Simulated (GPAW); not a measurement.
# Core-hole calculation of the O K edge in TiO2 (Rutile, P4_2/mnm), part 4 of 4

How does the O K edge of TiO2 (Rutile, P4_2/mnm) move when the bonds are compressed or stretched?

GPAW 26.7.0; X-ray absorption from dipole matrix elements to empty bands, plane-wave PAW LDA.

So far. Step 8 (Spectrum with FCH, O atom 3): Against the first run the r.m.s. difference is 11 %. The highest intensity below 16 eV goes from 3.8 eV (2.41) to 4.0 eV (2.43). Step 10 (Spectrum with FCH, O atom 3): The scaled spectrum changes by 10 % r.m.s. The highest intensity below 16 eV goes from 3.8 eV (2.41) to 3.7 eV (2.40).

### 12. Spectrum with FCH, O atom 3

Shorter bonds are expected to push antibonding states and scattering resonances up, and longer ones down; the cell is scaled to test that.

Changed against the first core-hole run: volume scale from 1 to 1.06.

xas.py reads:

```python
import numpy as np
from ase import Atoms
from ase.parallel import parprint, paropen
from gpaw import GPAW, PW, FermiDirac, Mixer, MixerDif, setup_paths
from gpaw.test import gen
setup_paths.insert(0, '.')
gen('O', name='fch1s', xcname='LDA', corehole=(1, 0, 1), write_xml=True)
from gpaw.mpi import world
world.barrier()

atoms = Atoms('Ti4O8',
    cell=[[4.682266, 0, 3.01540296],
     [0, 4.682266, 3.01540296],
     [-4.682266, 0, 3.01540296]],
    scaled_positions=[[0.25, 0.5, 0.75],
     [0.75, 0.5, 0.25],
     [0, 0, 0],
     [0.5, 0, 0.5],
     [0.55496, 0.19504, 0.75],
     [0.05496, 0.19504, 0.25],
     [0, 0.69504, 0.30496],
     [0.5, 0.69504, 0.80496],
     [0.94504, 0.80496, 0.75],
     [0.44504, 0.80496, 0.25],
     [0, 0.30496, 0.69504],
     [0.5, 0.30496, 0.19504]],
    pbc=True)
atoms.calc = calc = GPAW(legacy_gpaw=True, mode=PW(500, force_complex_dtype=True), xc='LDA', setups={4: 'fch1s'},
    kpts={'size': (4, 4, 4), 'gamma': True}, occupations=FermiDirac(0.02),
    charge=0, mixer=Mixer(0.1, 5, 50), maxiter=150,
    convergence={'density': 0.0001, 'eigenstates': 1e-6}, txt='scf.txt')
energy = atoms.get_potential_energy() + calc.get_reference_energy()
ef = calc.get_fermi_level()
out = dict(energy=energy, fermi=ef, forces=atoms.get_forces().tolist())
parprint(f'all-electron energy {energy:.4f} eV, Fermi level {ef:.4f} eV')
ev = np.array([[calc.get_eigenvalues(k, s) for k in range(len(calc.get_ibz_k_points()))] for s in range(calc.get_number_of_spins())])
out['homo'], out['lumo'], out['counts'] = ev[ev < ef].max(), ev[ev > ef].min(), sorted(set((ev < ef).sum((0, 2)).tolist()))
out['filled'] = (ev[:, 0] < ef).sum(1).tolist()

from ase.units import Ha
from gpaw.xas import dipole_matrix_elements
nb = int(calc.get_number_of_electrons() / 2) + 102
top, nb = nb, nb + 8 + nb // 12
nscf = calc.fixed_density(kpts={'size': (6, 6, 6), 'gamma': True}, nbands=nb,
    convergence={'bands': top, 'eigenstates': 5e-3}, maxiter=60, txt='nscf.txt')
cell = atoms.cell.array
ops = [cell.T @ U.T @ np.linalg.inv(cell.T) for U in nscf.wfs.kd.symmetry.op_scc]
filled = [48]  # bands filled in the ground state, by spin
E = np.arange(-6, 34, 0.1)
fwhm = np.interp(E, [4, 25], [0.9, 3.5])
Y, X, zero, highest = 0, 0, 1e9, 1e9
for spin in range(nscf.get_number_of_spins()):
    wfs = nscf.wfs
    mine = wfs.bd.get_slice()  # this rank's bands
    A = dipole_matrix_elements(wfs.setups[4])
    eps = np.zeros((wfs.kd.nibzkpts, nb))
    d = np.zeros((3, A.shape[1], wfs.kd.nibzkpts, nb), complex)
    for kpt in wfs.kpt_u:
        if kpt.s == spin and 4 in kpt.P_ani:
            eps[kpt.k, mine] = kpt.eps_n * Ha
            d[:, :, kpt.k, mine] = (kpt.weight * wfs.nspins / 2) ** 0.5 * np.inner(A, kpt.P_ani[4])
    world.sum(eps)
    world.sum(d)
    T = np.einsum('amkn,bmkn->abkn', d, d.conj()).real
    T = sum(np.einsum('ai,ijkn,bj->abkn', R, T, R) for R in ops) / len(ops)
    empty = np.ones_like(eps, bool) & (np.arange(nb) >= filled[spin])
    zero, highest = min(zero, eps[empty].min()), min(highest, eps[:, top - 1].min())
    lines = [(eps, T, empty)] if spin == 0 else lines + [(eps, T, empty)]
for eps, T, empty in lines:
    f = np.einsum('aakn->akn', T).reshape(3, -1)
    x = eps.ravel() - zero
    w = np.interp(x, E, fwhm) / 2.35482
    g = np.exp(-0.5 * ((E[:, None] - x) / w) ** 2) / (w * (2 * np.pi) ** 0.5)
    Y = Y + (f * empty.ravel()) @ g.T
    X = X + (f * ~empty.ravel()) @ g.T
out.update(E=E.round(2).tolist(), xas=Y.tolist(), xes=X.tolist(), zero=zero, valid=highest - zero, nk=len(eps), nb=nb)
for i in range(0, len(E), 10):
    parprint(f'{E[i]:7.2f}', *(f'{v:10.3e}' for v in Y[:, i]))
import json
with paropen('out.json', 'w') as f:
    json.dump(out, f)
```

Started as:

```
OMP_NUM_THREADS=1 mpirun -n 4 gpaw python xas.py
```

Numbers of over 12 decimals in the logs are rounded to 6 here.

The program printed:

```text
Input parameters:
  convergence: {density: 0.0001,
                eigenstates: 1e-06}
  kpts: {gamma: True,
         size: (4, 4, 4)}
  maxiter: 150
  mixer: {backend: pulay,
          beta: 0.1,
          method: separate,
          nmaxold: 5,
          weight: 50}
  mode: {ecut: 500.0,
         force_complex_dtype: True,
         name: pw}
  occupations: {fixmagmom: False,
                name: fermi-dirac,
[...]
*p    :    -0.067100
*d    :     0.000000
--------------------------------

Diagonalizing with gridspacing h=0.050

state   all-electron     PAW
-------------------------------
2s:      -1.594915    -1.596334
2p:      -1.067100    -1.073375
*d:                   -0.060686
*f:                   -0.013559
-------------------------------
all-electron energy -108502.5160 eV, Fermi level 5.3991 eV
[...]
32.00  4.852e-05  4.852e-05  7.556e-05
  33.00  6.074e-05  6.074e-05  8.575e-05
[key lines of the parts left out:]
Converged after 17 iterations.
Dipole moment: (-0.209325, -0.187990, 0.052176) |e|*Ang
Free energy:   -134.121935
Fermi level: 5.39913
```

Wall time 3.7 min (4 MPI ranks of Arm Neoverse V1, shared host); peak memory 0.58 GiB; 15 min of CPU time.

| E (eV) | first run | this run |
| --- | --- | --- |
| -2.0 | 0.00 | 0.00 |
| -1.0 | 0.00 | 0.00 |
| 0.0 | 0.40 | 0.44 |
| 1.0 | 1.76 | 1.71 |
| 2.0 | 0.52 | 0.43 |
| 3.0 | 0.93 | 1.73 |
| 4.0 | 2.34 | 1.98 |
| 5.0 | 0.74 | 0.32 |
| 6.0 | 0.08 | 0.04 |
| 7.0 | 0.12 | 0.17 |
| 8.0 | 0.42 | 0.54 |
| 9.0 | 1.02 | 1.15 |
| 10.0 | 1.30 | 1.34 |
| 11.0 | 1.25 | 1.36 |
| 12.0 | 1.57 | 1.73 |
| 13.0 | 1.76 | 1.86 |
| 14.0 | 1.54 | 1.61 |
| 15.0 | 1.35 | 1.29 |
| 16.0 | 1.12 | 0.84 |
| 17.0 | 0.71 | 0.50 |
| 18.0 | 0.45 | 0.39 |
| 19.0 | 0.39 | 0.43 |
| 20.0 | 0.46 | 0.55 |
| 21.0 | 0.59 | 0.69 |
| 22.0 | 0.72 | 0.81 |
| 23.0 | 0.81 | 0.85 |
| 24.0 | 0.83 | 0.79 |
| 25.0 | 0.78 | 0.71 |
| 26.0 | 0.69 | 0.63 |
| 27.0 | 0.61 | 0.59 |
| 28.0 | 0.56 | 0.60 |
| 29.0 | 0.58 | 0.67 |
| 30.0 | 0.64 | 0.74 |
| 31.0 | 0.70 | 0.83 |
| 32.0 | 0.77 | 0.96 |

The scaled spectrum changes by 19 % r.m.s. A shift of -0.2 eV leaves 11 %. The highest intensity below 16 eV goes from 3.8 eV (2.41) to 3.5 eV (2.38).

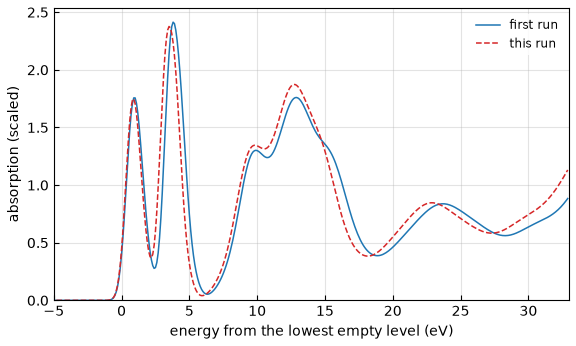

The effect of the change (volume scale from 1 to 1.06).

The photon energy of the zero moves by -0.18 eV.

### 13. The volumes side by side

| volume | nearest distance (Å) | shift of the zero (eV) | maximum 1 (eV above own zero) | maximum 2 (eV above own zero) | maximum 3 (eV above own zero) |
| --- | --- | --- | --- | --- | --- |
| 0.94 | 1.907 | +0.19 | 1.0 | 4.2 | 13.1 |
| 0.97 | 1.927 | +0.09 | 1.0 | 4.0 | 13.0 |
| 1 | 1.947 | +0.00 | 0.9 | 3.8 | 12.9 |
| 1.03 | 1.966 | -0.09 | 0.9 | 3.7 | 12.8 |
| 1.06 | 1.985 | -0.18 | 0.9 | 3.5 | 12.7 |

The curves, each shifted by its zero's change so that they share one photon-energy axis, counted from the zero at V × 1:

| E (eV) | V × 0.94 | V × 0.97 | V × 1 | V × 1.03 | V × 1.06 |
| --- | --- | --- | --- | --- | --- |
| -2.0 | 0.00 | 0.00 | 0.00 | 0.00 | 0.00 |
| -1.0 | 0.00 | 0.00 | 0.00 | 0.00 | 0.01 |
| 0.0 | 0.18 | 0.27 | 0.40 | 0.56 | 0.76 |
| 1.0 | 1.64 | 1.74 | 1.76 | 1.68 | 1.52 |
| 2.0 | 0.95 | 0.72 | 0.52 | 0.39 | 0.37 |
| 3.0 | 0.21 | 0.43 | 0.93 | 1.58 | 2.10 |
| 4.0 | 2.04 | 2.41 | 2.34 | 2.07 | 1.65 |
| 5.0 | 1.74 | 1.23 | 0.74 | 0.40 | 0.20 |
| 6.0 | 0.34 | 0.16 | 0.08 | 0.05 | 0.05 |
| 7.0 | 0.07 | 0.09 | 0.12 | 0.16 | 0.22 |
| 8.0 | 0.24 | 0.33 | 0.42 | 0.53 | 0.64 |
| 9.0 | 0.74 | 0.88 | 1.02 | 1.13 | 1.23 |
| 10.0 | 1.25 | 1.28 | 1.30 | 1.31 | 1.33 |
| 11.0 | 1.17 | 1.20 | 1.25 | 1.33 | 1.41 |
| 12.0 | 1.32 | 1.45 | 1.57 | 1.68 | 1.79 |
| 13.0 | 1.65 | 1.71 | 1.76 | 1.79 | 1.82 |
| 14.0 | 1.55 | 1.53 | 1.54 | 1.56 | 1.56 |
| 15.0 | 1.27 | 1.32 | 1.35 | 1.33 | 1.22 |
| 16.0 | 1.20 | 1.21 | 1.12 | 0.94 | 0.76 |
| 17.0 | 1.05 | 0.90 | 0.71 | 0.56 | 0.46 |
| 18.0 | 0.71 | 0.55 | 0.45 | 0.40 | 0.38 |
| 19.0 | 0.46 | 0.40 | 0.39 | 0.41 | 0.45 |
| 20.0 | 0.40 | 0.42 | 0.46 | 0.52 | 0.57 |
| 21.0 | 0.47 | 0.52 | 0.59 | 0.65 | 0.71 |
| 22.0 | 0.58 | 0.65 | 0.72 | 0.77 | 0.82 |
| 23.0 | 0.70 | 0.77 | 0.81 | 0.84 | 0.84 |
| 24.0 | 0.80 | 0.83 | 0.83 | 0.81 | 0.78 |
| 25.0 | 0.83 | 0.81 | 0.78 | 0.74 | 0.70 |
| 26.0 | 0.78 | 0.74 | 0.69 | 0.65 | 0.62 |
| 27.0 | 0.70 | 0.65 | 0.61 | 0.59 | 0.58 |
| 28.0 | 0.61 | 0.58 | 0.56 | 0.58 | 0.61 |
| 29.0 | 0.55 | 0.55 | 0.58 | 0.63 | 0.68 |
| 30.0 | 0.54 | 0.58 | 0.64 | 0.69 | 0.76 |
| 31.0 | 0.59 | 0.64 | 0.70 | 0.76 | 0.85 |
| 32.0 | 0.63 | 0.69 | 0.77 | 0.87 | 0.99 |

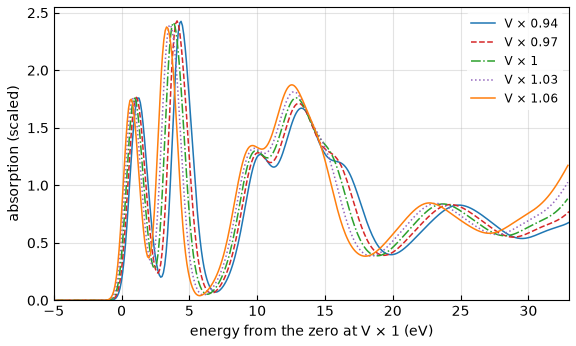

The edge at each volume, on one photon-energy scale.

### 14. What came out

* absorber and edge: O K, atom 3 of the ground-state input (counted from 1)
* surroundings: 2 Ti at 1.95 Å and 1 Ti at 1.98 Å (distorted trigonal planar, site symmetry m2m)
* highest intensity below 16 eV: 3.8 eV above the zero, height 2.41
* photon energy of the zero, with the added terms: 524.9 eV (raw 533.7 eV; LDA puts this hole about 4 eV below PBE, itself good to a few eV)

**Reading.** From V × 0.94 to V × 1.06 the nearest distance grows by 0.078 Å and the zero moves by -0.37 eV. Above their own zero, the maxima move from 1.0 to 0.9 eV, from 4.2 to 3.5 eV and from 13.1 to 12.7 eV. The O K edge of atom 3, with 2 Ti at 1.95 Å and 1 Ti at 1.98 Å (distorted trigonal planar, site symmetry m2m), has its highest intensity of the first 16 eV at 3.8 eV above the zero, near 529 eV in photon energy (LDA puts this hole about 4 eV below PBE, itself good to a few eV), 2.4 times the mean level of the first 20 eV (Gaussian full width 0.9 eV up to 4 eV, rising linearly to 3.5 eV at 25 eV). At the O K edge of atom 3 polarisation matters most near 3.5 eV, where the curves differ by 1.2 on this scale. The holes are only 5.5 Å apart, so the shape is probably not converged with cell size; no larger cell was run here. The mesh is coarse (0.24 Å⁻¹ between points), so small maxima may be mesh ripples. The structure is a published determination, not relaxed.

[Banner, clock and machine lines of the logs are left out without a mark of their own.]

[Logs are printed without paths, hosts, clocks, repeated set-up lines and the standing remarks that a program may print on its own settings, such as how far it seeks lower states.]

[Hosts, paths, dates, database ids (printed as entryN), source tags and the programs' standing remarks are cut or masked in the printed files.]

[Lists of maxima count a maximum above −3 eV only where it reaches 4 % of the highest in the window and stands out from its surroundings by 2 % of it (1.5 % where it reaches 55 %); shoulders and weaker maxima are passed over, and of the rest the first, up to two pre-edge ones and the few strongest are named.]
